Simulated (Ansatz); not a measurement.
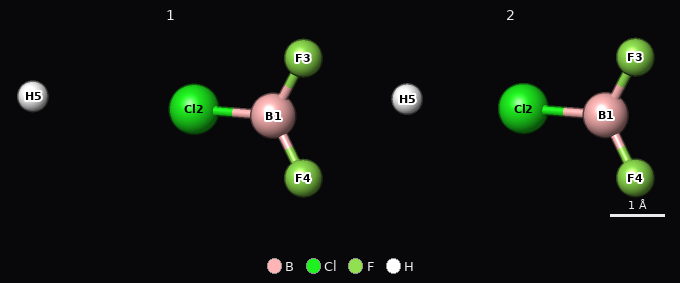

Two geometries of BHClF2 (multiplicity 2), drawn at one scale. One is the start of a relaxation, the other its converged end. Style: ball-and-stick. Shown at a tilt.

These are results of UKS PBE/def2-SVP in Ansatz 0.2.0, not measurements. Settings: collinear spin; force threshold 0.03 eV/Å; at most 50 steps.

**Which one is relaxed?**

Structure 1 is the relaxed one. The run prepares an end point of a later path (reaction) calculation, from a guessed geometry. Over 11 accepted moves (13 points after the start) the energy falls by 2.01 kcal/mol. Largest force component: 1.4 eV/Å at the start, 0.0019 eV/Å at the end. The line search rejected the trial steps at points 3, 11 of the run. The atom that moves furthest after the best rigid fit is H5 (0.75 Å). By element the largest moves are H 0.75 Å, Cl 0.23 Å, F 0.18 Å, B 0.17 Å. Some distances before and after: B1–Cl2 1.820 → 1.754 Å.

Limits of the set-up: the start holds two separate molecules, 2.6 Å apart at their closest, whose relative position is a soft coordinate and is computed without a dispersion correction.
